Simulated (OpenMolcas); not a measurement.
# Ru⁴⁺ among point charges: CASSCF and CASPT2 levels and susceptibility

Aim: the splitting of the states of Ru⁴⁺ in the field of 5 point charges, its lowest levels with spin-orbit coupling and its magnetic susceptibility.

Program: OpenMolcas 26.06. Level of theory: state-averaged CASSCF and CASPT2, spin-orbit coupling by RASSI with atomic mean-field integrals. These are calculated values, not measurements, unless marked.

**1. What is computed**

```
Species                           : Ru⁴⁺ (ruthenium, Z = 44, 40 electrons)
Basis                             : ANO-RCC-VDZP [6s5p3d1f], 43 functions
Scalar Hamiltonian                : DKH2, point nucleus
Inactive shells                   : 1s 2s 2p 3s 3p 3d 4s 4p
Active space                      : 4 electrons in 5 orbitals (4d)
Some configurations of this space : 4d4
Orbitals                          : optimised for each spin and parity, averaged over all roots
```

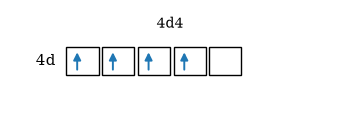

The shells outside the core, filled by Hund's rule for the drawing.

The ion sits among 5 point charges of -2 e arranged as a trigonal bipyramid (D3h), 2.09 Å from the ion, with the axial distance 2.278 Å.

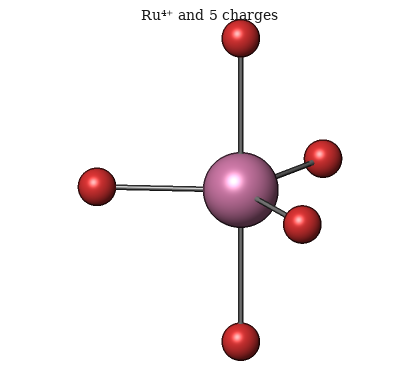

The ion and the point charges (red).

The work runs as a chain of OpenMolcas steps in one folder; each step below is one input file. Labels, J, g values, rates, χT and fits are worked out afterwards by a script from the matrices that RASSI stores.

**2. Basis and integrals**

a.inp

```
&GATEWAY
Coord
1

Ru 0.0 0.0 0.0
Basis=ANO-RCC-VDZP
Group=NoSym
NoMove
AngMom=0.0 0.0 0.0
AMFI
XField
5 Angstrom 0
2.090000 0.000000 0.000000 -2.000000
-1.045000 1.809993 0.000000 -2.000000
-1.045000 -1.809993 0.000000 -2.000000
0.000000 0.000000 2.278100 -2.000000
0.000000 0.000000 -2.278100 -2.000000
&SEWARD
```

**3. CASSCF: quintets, 5 roots**

a.inp

```
&RASSCF
FileOrb=start.orb
Symmetry=1
Spin=5
nActEl=4 0 0
Inactive=18
Ras2=5
CIRoot=5 5 1
SDav=5
CIMx=300
Iter=120 100
PrWF=0.3
OrbListing=Nothing
MaxOrb=0
>>> COPY $Project.JobIph JOB001
```

start.orb holds the contracted functions of the basis, ordered by shell, or the orbitals of the step before.

**4. Reference wave functions, triplets, 45 roots**

a.inp

```
&RASSCF
FileOrb=start.orb
Symmetry=1
Spin=3
nActEl=4 0 0
Inactive=18
Ras2=5
CIRoot=45 45 1
SDav=45
CIMx=300
Iter=120 100
PrWF=0.3
OrbListing=Nothing
MaxOrb=0
>>> COPY $Project.JobIph JOB002
```

**5. Reference wave functions, singlets, 50 roots**

a.inp

```
&RASSCF
FileOrb=start.orb
Symmetry=1
Spin=1
nActEl=4 0 0
Inactive=18
Ras2=5
CIRoot=50 50 1
SDav=50
CIMx=300
Iter=120 100
PrWF=0.3
OrbListing=Nothing
MaxOrb=0
>>> COPY $Project.JobIph JOB003
```

**6. RASSI: spin-orbit coupling between the states**

a.inp

```
&RASSI
NrOfJobIphs=3 5 45 50
1 2 3 4 5
1 2 3 4 5 6 7 8 9 10 11 12 13 14 15 16 17 18 19 20 21 22 23 24 25 26 27
28 29 30 31 32 33 34 35 36 37 38 39 40 41 42 43 44 45
1 2 3 4 5 6 7 8 9 10 11 12 13 14 15 16 17 18 19 20 21 22 23 24 25 26 27
28 29 30 31 32 33 34 35 36 37 38 39 40 41 42 43 44 45 46 47 48 49 50
IphNames
JOB001
JOB002
JOB003
EJob
SpinOrbit
DIPRint=1.0
SOCoupling=1000.0
Subsets=2
Property=9
'ANGMOM' 1 'ANGMOM' 2 'ANGMOM' 3 'MLTPL  1' 1 'MLTPL  1' 2 'MLTPL  1' 3
'AMFI' 1 'AMFI' 2 'AMFI' 3
SOProperty=3
'ANGMOM' 1 'ANGMOM' 2 'ANGMOM' 3
```

**7. CASPT2: IPEA 0.25, imaginary shift 0.1 (closed shells correlated: 4s 4p)**

a.inp

```
>>> COPY JOB001 $Project.JobIph
&CASPT2
Multistate=5 1 2 3 4 5
NoMult
Frozen=14
IPEA=0.25
Imaginary=0.1
MaxIter=60
WThr=0.0 0.3 0.05
PrWF=0.5
NoMix
>>> COPY JOB002 $Project.JobIph
&CASPT2
Multistate=45 1 2 3 4 5 6 7 8 9 10 11 12 13 14 15 16 17 18 19 20 21 22
23 24 25 26 27 28 29 30 31 32 33 34 35 36 37 38 39 40 41 42 43 44 45
NoMult
Frozen=14
IPEA=0.25
Imaginary=0.1
MaxIter=60
WThr=0.0 0.3 0.05
PrWF=0.5
NoMix
>>> COPY JOB003 $Project.JobIph
&CASPT2
Multistate=50 1 2 3 4 5 6 7 8 9 10 11 12 13 14 15 16 17 18 19 20 21 22
23 24 25 26 27 28 29 30 31 32 33 34 35 36 37 38 39 40 41 42 43 44 45 46
47 48 49 50
NoMult
Frozen=14
IPEA=0.25
Imaginary=0.1
MaxIter=60
WThr=0.0 0.3 0.05
PrWF=0.5
NoMix
```

(Steps that only read results are left out.)

Before running it: what results should come out? Wanted: spin-free ground state; first state of the same spin within the active space; lowest level; next level.

**Answer**, as computed:

| quantity | value |
| --- | --- |
| method | SS-CASPT2, IPEA 0.25, imaginary shift 0.1 (closed shells correlated: 4s 4p) |
| spin-free ground state | 5A1, 1-fold in its orbital part |
| first state of the same spin within the active space | 5E at 2810 cm⁻¹ |
| lowest level | 1-fold A1 |
| next level | 168.0 cm⁻¹ |
| χT at 300 K | 1.77 cm³ K/mol |
| effective moment at 300 K | 3.77 μB |

Cost by method:

```csv
method,time of its own steps,time with the reference
A. CASSCF,22 s,22 s
"B. SS-CASPT2, IPEA 0.25, imaginary shift 0.1, +4s 4p",8.4 s,31 s
```

Times are of one thread on a shared host.

The spin-free ground state (5A1) comes to 100 % from free-ion D terms and keeps the highest spin of the shell. χT at 300 K is 1.77, against 3.01 cm³ K/mol for the spin alone, so spin-orbit coupling lowers it. An active space of the d shell alone favours high spin; real ions in strong fields can be low spin. CASPT2 does not keep the components of a term degenerate, and the means are used. The field of point charges can differ much from that of real complexes. With metal d orbitals alone active, the gaps between spin states are rough; where two lie within a few thousand cm-1, their order is open. This is an electrostatic model: the charges have no orbitals.
